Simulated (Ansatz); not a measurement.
**NH3 (ammonia) at B2PLYP/6-31G**

Aim: the electronic atomisation energy of NH3 (ammonia) at B2PLYP/6-31G, from 3 runs. 

Program for the calculation: Ansatz 0.2.0.

68 further runs of the same task are left out: 68 set aside as unsound or not needed.

## (1) Starting point

The species is NH3 (4 atoms), meant as a singlet with charge 0. As SMILES, `N`. The shape is that of a GFN2-xTB optimisation.

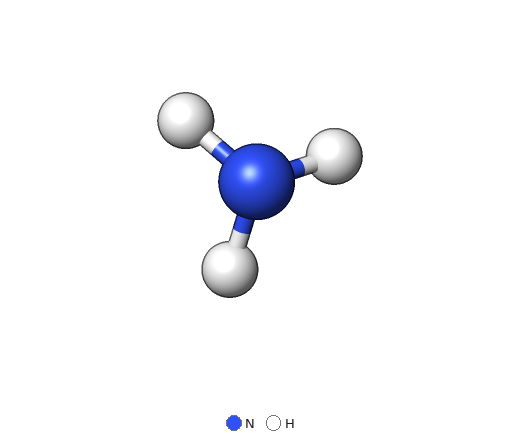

Viewed from a chosen angle; nitrogen blue, hydrogen white.

## (2) A single-point energy at B2PLYP/6-31G

Contents of molecule.yaml:

```yaml
crystal:
  periodic: [false, false, false]
  atoms:
    - {symbol: N, position_ang: [-0.068160, 0.242830, 0.108060]}
    - {symbol: H, position_ang: [0.491930, -0.300470, 0.753380]}
    - {symbol: H, position_ang: [-0.891960, -0.300620, -0.118350]}
    - {symbol: H, position_ang: [0.468190, 0.358250, -0.743090]}
basis:
  gaussian: {orbitals: 6-31G}
total_charge: 0
hamiltonian: {xc: {name: B2PLYP}}
correlation: {frozen_orbitals: {H: 0, "N": 1}}
accuracy: high
```

Run with:

```sh
$ ansatz run molecule.yaml --threads 1 --pin off --max-ram 2610MiB --events-out events.jsonl --progress --plain --runs-dir runs
```

Standard output:

```text
Warning: RAYON_NUM_THREADS=1 ignored (pool sized by the plan → 1); use --threads N
Functional definition: B2PLYP
  name "B2PLYP"
  parameter a = 0.53
  parameter c = 0.27
  exchange = (1 - a)*b88_x + a*exact_x
  correlation = (1 - c)*lyp_c + c*(mp2_os + mp2_ss)
350 factors; integrals over basis functions are off by at most 3.7e-9 eV
mean field evaluation 1: about -1531.9878 eV, gradient 3.8e1 eV
mean field evaluation 2: about -1531.9825 eV, gradient 3.8e1 eV
mean field evaluation 4: about -1534.7944 eV, gradient 6.0e-1 eV
mean field evaluation 8: about -1534.7944 eV, gradient 2.5e-3 eV
mean field evaluation 16: about -1534.7944 eV, gradient 1.3e-7 eV
mean field -1534.79439379 eV, -56.4026536509 hartree, gradient 2.1e-9 eV, S^2 0.000000; 0 other end points of the search recorded, 0 dependent functions left out
1 core orbitals not correlated: weight in the atoms' cores, before any rotation towards them, 1.000 or more for the frozen orbitals, at most 0.000 for the correlated occupied ones
reference -1534.79440745 eV, -56.4026541529 hartree; 4, 4 occupied and 10, 10 virtual orbitals, 350 factors
second order -3.86920826 eV of doubles, -0.00000000 eV of singles
Total energy: -1535.83909369 eV, -56.4410456638 hartree
```

It took 0.3 s on 1 thread of AMD EPYC 9R45 (Zen 5), shared host.

## (3) The H atom

Contents of job.yaml:

```yaml
crystal:
  periodic: [false, false, false]
  atoms:
    - {symbol: H, position_ang: [0.000000, 0.000000, 0.000000]}
basis:
  gaussian:
    orbitals: 6-31G
magnetization:
  spin_polarized: true
  initial_magnetization: 1
hamiltonian:
  xc: {name: B2PLYP}
correlation:
  frozen_orbitals: {H: 0}
accuracy: high
```

Run the same way, it converges to -0.49692 Eh (log not shown).

## (4) The N atom, same level

Contents of job.yaml:

```yaml
crystal:
  periodic: [false, false, false]
  atoms:
    - {symbol: N, position_ang: [0.000000, 0.000000, 0.000000]}
basis:
  gaussian:
    orbitals: 6-31G
magnetization:
  spin_polarized: true
  initial_magnetization: 3
hamiltonian:
  xc: {name: B2PLYP}
correlation:
  frozen_orbitals: {"N": 1}
accuracy: high
```

Run the same way, it converges to -54.52862 Eh (log not shown).

## (5) Summary of results

Level: B2PLYP/6-31G, 1 core orbital frozen.

```
                     quantity         value
       molecule: total energy  -56.44105 Eh
         H atom: total energy   -0.49692 Eh
                 H atom: ⟨S²⟩         0.750
         N atom: total energy  -54.52862 Eh
                 N atom: ⟨S²⟩         3.753
electronic atomisation energy     11.474 eV
```

In words: Taking the molecule apart into free atoms costs 11.47 eV (265 kcal/mol), before zero-point energy and without spin-orbit coupling. The basis has no polarisation functions, which makes bonds too weak.
